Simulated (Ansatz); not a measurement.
# One shape, several levels: CH2BF (SMILES B[C]F)

Wanted: a comparison of 6 runs (U-r2SCAN0/STO-3G, UHSE06/STO-3G, UPBE0/STO-3G, RPA@PBE/STO-3G, UCCSD(T)/STO-3G, FCI/STO-3G) of CH2BF. 

Program for the calculation: Ansatz 0.2.0.

70 further runs of the same task are left out: 5 that didn't finish, 65 set aside as unsound or not needed.

## (1) The system as given

CH2BF: 5 atoms, total charge 0, spin state triplet. SMILES: `B[C]F`. The H4–B1 distance was set to 1.458 Å, away from the relaxed value.

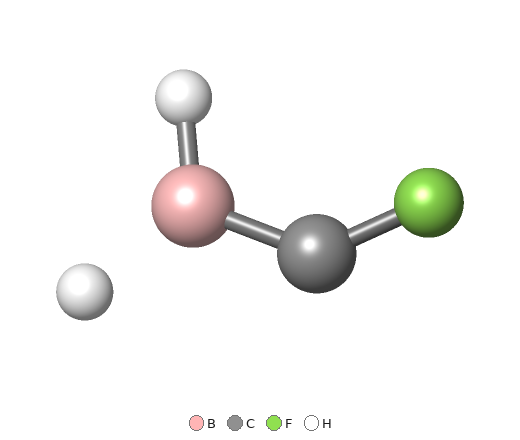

The structure, seen from a chosen angle (boron pink, carbon grey, fluorine green, hydrogen white).

## (2) The energy at U-r2SCAN0/STO-3G (run 1)

Input file in.yaml:

```yaml
basis:
  gaussian: {orbitals: STO-3G}
crystal:
  periodic: [false, false, false]
  atoms:
    - {symbol: B, position_ang: [-0.383256, -0.086407, 0.087272]}
    - {symbol: C, position_ang: [1.022194, 0.343503, -0.037268]}
    - {symbol: F, position_ang: [1.838374, 1.060383, 0.698242]}
    - {symbol: H, position_ang: [-0.994750, -0.904870, -0.953460]}
    - {symbol: H, position_ang: [-0.993296, 0.242243, 1.037892]}
magnetization: {spin_polarized: true, initial_magnetization: 2}
hamiltonian: {xc: {name: r2SCAN0}}
accuracy: high
```

Run with:

```
$ ansatz run in.yaml --threads 1 --pin off --max-ram 2610MiB --events-out events.jsonl --progress --plain --runs-dir runs
```

Output:

```text
Warning: RAYON_NUM_THREADS=1 ignored (pool sized by the plan → 1); use --threads N
Functional definition: r2SCAN0
  name "r2SCAN0"
  parameter a = 0.25
  parameter k0 = 0.174
  parameter k1 = 0.065
  parameter a1 = 4.9479
  exchange = (1 - a)*r2scan_x(k0 = k0, k1 = k1, a1 = a1) + a*exact_x
  correlation = r2scan_c
293 factors; integrals over basis functions are off by at most 3.3e-8 eV
mean field evaluation 1: about -4394.3991 eV, gradient 1.1e1 eV
mean field evaluation 2: about -4394.9690 eV, gradient 9.1e0 eV
mean field evaluation 4: about -4395.5718 eV, gradient 8.3e-1 eV
mean field evaluation 8: about -4395.5271 eV, gradient 3.3e-2 eV
mean field evaluation 16: about -4395.5271 eV, gradient 6.1e-6 eV
mean field -4395.52707382 eV, -161.5326405676 hartree, gradient 3.2e-8 eV, S^2 2.004141; 0 other end points of the search recorded, 0 dependent functions left out
reference -4395.52707431 eV, -161.5326405857 hartree; 12, 10 occupied and 5, 7 virtual orbitals, 293 factors
Total energy: -4395.52707431 eV, -161.5326405857 hartree
```

Wall time 2.5 s (1 thread of AMD EPYC 7R43 (Zen 3), shared host); peak memory 0.23 GiB.

## (3) A single-point energy at UHSE06/STO-3G (run 2)

Edit in.yaml of step 2 so:

```diff
@@ -1,3 +1 @@
-basis:
-  gaussian: {orbitals: STO-3G}
 crystal:
@@ -10,4 +8,10 @@
     - {symbol: H, position_ang: [-0.993296, 0.242243, 1.037892]}
-magnetization: {spin_polarized: true, initial_magnetization: 2}
-hamiltonian: {xc: {name: r2SCAN0}}
+basis:
+  gaussian:
+    orbitals: STO-3G
+magnetization:
+  spin_polarized: true
+  initial_magnetization: 2
+hamiltonian:
+  xc: {name: HSE06}
 accuracy: high
```

Run with:

```
$ ansatz run in.yaml --threads 1 --pin off --max-ram 2610MiB --events-out events.jsonl --progress --plain --runs-dir runs
```

Output:

```text
Warning: RAYON_NUM_THREADS=1 ignored (pool sized by the plan → 1); use --threads N
Functional definition: HSE06
  name "HSE06"
[... 1 set-up line as earlier in the session ...]
  parameter omega = 0.11/bohr
  exchange = pbe_x - a*pbe_x_sr(omega) + a*exact_x_sr(omega)
  correlation = pbe_c
293 factors; integrals over basis functions are off by at most 3.3e-8 eV
51 factors; integrals over basis functions are off by at most 6.5e-10 eV
mean field evaluation 1: about -4391.2457 eV, gradient 1.4e1 eV
mean field evaluation 2: about -4391.3350 eV, gradient 1.4e1 eV
mean field evaluation 4: about -4392.8805 eV, gradient 9.3e-1 eV
mean field evaluation 8: about -4392.8421 eV, gradient 3.2e-2 eV
mean field evaluation 16: about -4392.8421 eV, gradient 5.1e-7 eV
mean field -4392.84213885 eV, -161.4339710275 hartree, gradient 5.8e-8 eV, S^2 2.002606; 0 other end points of the search recorded, 0 dependent functions left out
reference -4392.84214036 eV, -161.4339710830 hartree; 12, 10 occupied and 5, 7 virtual orbitals, 293 factors
Total energy: -4392.84214036 eV, -161.4339710830 hartree
```

Wall time 1.4 s (1 thread of AMD EPYC 7R43 (Zen 3), shared host); peak memory 0.14 GiB.

Run 3 isn't shown in full; the table further down has it.

## (4) A single-point energy at RPA@PBE/STO-3G (run 4)

Input file job.yaml:

```yaml
crystal:
  periodic: [false, false, false]
  atoms:
    - {symbol: B, position_ang: [-0.383256, -0.086407, 0.087272]}
    - {symbol: C, position_ang: [1.022194, 0.343503, -0.037268]}
    - {symbol: F, position_ang: [1.838374, 1.060383, 0.698242]}
    - {symbol: H, position_ang: [-0.994750, -0.904870, -0.953460]}
    - {symbol: H, position_ang: [-0.993296, 0.242243, 1.037892]}
basis:
  gaussian: {orbitals: STO-3G}
magnetization: {spin_polarized: true, initial_magnetization: 2}
hamiltonian: {xc: {name: PBE}}
correlation: {method: rpa, frozen_orbitals: {B: 1, C: 1, F: 1, H: 0}}
accuracy: high
```

Run with:

```
$ ansatz run job.yaml --threads 1 --pin off --max-ram 2610MiB --events-out events.jsonl --progress --plain --runs-dir runs
```

Output:

```text
Warning: RAYON_NUM_THREADS=1 ignored (pool sized by the plan → 1); use --threads N
Functional definition: PBE
  name "PBE"
  parameter kappa = 0.804
  parameter beta = 0.06672455060314922
  exchange = pbe_x(kappa = kappa, mu = beta*pi^2/3)
  correlation = pbe_c(beta = beta)
293 factors; integrals over basis functions are off by at most 3.3e-8 eV
mean field evaluation 1: about -4388.0645 eV, gradient 2.6e1 eV
mean field evaluation 2: about -4387.9636 eV, gradient 2.6e1 eV
mean field evaluation 4: about -4392.1801 eV, gradient 4.4e0 eV
mean field evaluation 8: about -4392.3042 eV, gradient 1.7e-1 eV
mean field evaluation 16: about -4392.3044 eV, gradient 4.9e-6 eV
mean field -4392.30440131 eV, -161.4142095373 hartree, gradient 4.5e-8 eV, S^2 2.002300; 0 other end points of the search recorded, 0 dependent functions left out
3 core orbitals not correlated: weight in the atoms' cores, before any rotation towards them, 1.000 or more for the frozen orbitals, at most 0.000 for the correlated occupied ones
reference -4375.46884686 eV, -160.7955143228 hartree; 9, 7 occupied and 5, 7 virtual orbitals, 293 factors
Total energy: -4381.88051830 eV, -161.0311389023 hartree
```

Wall time 1.2 s (1 thread of AMD EPYC 7R43 (Zen 3), shared host); peak memory 0.14 GiB.

Run 5 isn't shown in full; the table further down has it.

## (5) A single-point energy at FCI/STO-3G (run 6)

Input file molecule.yaml:

```yaml
basis:
  gaussian: {orbitals: STO-3G}
crystal:
  periodic: [false, false, false]
  atoms:
    - {symbol: B, position_ang: [-0.383256, -0.086407, 0.087272]}
    - {symbol: C, position_ang: [1.022194, 0.343503, -0.037268]}
    - {symbol: F, position_ang: [1.838374, 1.060383, 0.698242]}
    - {symbol: H, position_ang: [-0.994750, -0.904870, -0.953460]}
    - {symbol: H, position_ang: [-0.993296, 0.242243, 1.037892]}
magnetization: {spin_polarized: true, initial_magnetization: 2}
correlation: {method: fci, frozen_orbitals: {B: 1, C: 1, F: 1, H: 0}}
accuracy: high
```

Run with:

```
$ ansatz run molecule.yaml --threads 1 --pin off --max-ram 2610MiB --events-out events.jsonl --progress --plain --runs-dir runs
```

Output:

```text
Warning: RAYON_NUM_THREADS=1 ignored (pool sized by the plan → 1); use --threads N
Functional definition: HF
  name "HF"
  exchange = exact_x
  correlation = 0
293 factors; integrals over basis functions are off by at most 3.3e-8 eV
mean field evaluation 1: about -4374.5488 eV, gradient 1.2e1 eV
mean field evaluation 2: about -4374.6253 eV, gradient 1.2e1 eV
mean field evaluation 4: about -4376.3043 eV, gradient 2.4e0 eV
mean field evaluation 8: about -4376.4572 eV, gradient 6.9e-4 eV
mean field -4376.45443982 eV, -160.8317341960 hartree, gradient 1.3e-8 eV, S^2 2.009048; 0 other end points of the search recorded, 0 dependent functions left out
mean field evaluation 16: about -4376.2997 eV, gradient 4.6e-1 eV
3 core orbitals not correlated: weight in the atoms' cores, before any rotation towards them, 1.000 or more for the frozen orbitals, at most 0.000 for the correlated occupied ones
reference -4376.37603030 eV, -160.8288526992 hartree; 9, 7 occupied and 5, 7 virtual orbitals, 293 factors
state -4379.88963146 eV, -160.9579751603 hartree
Total energy: -4379.88963146 eV, -160.9579751603 hartree
```

It took 49 s on 1 thread of AMD EPYC 7R43 (Zen 3), shared host; peak memory 0.74 GiB.

## (6) The series

```
run             level  frozen core orbitals  energy (Eh)   ⟨S²⟩  wall time
  1  U-r2SCAN0/STO-3G                     –  -161.532641  2.004      2.5 s
  2     UHSE06/STO-3G                     –  -161.433971  2.003      1.4 s
  3      UPBE0/STO-3G                     –  -161.441587  2.003      1.4 s
  4    RPA@PBE/STO-3G                     3  -161.031139  2.002      1.2 s
  5   UCCSD(T)/STO-3G                     3  -160.956770  2.009     0.28 s
  6        FCI/STO-3G                     3  -160.957975      –       49 s
```

## (7) Outcome

| quantity | value |
| --- | --- |
| run 6: total energy | -160.95798 Eh |
| run 6: correlation energy (3 core orbitals frozen) | -129.1 mEh |

What this shows: Against full CI in this basis: UCCSD(T) +1.2 mEh. Totals of different functionals can't be ranked against each other. In runs 1, 2, 3, 4, 5, 6 the basis is minimal, so the values are rough. All runs together took 56 s, the longest 49 s.
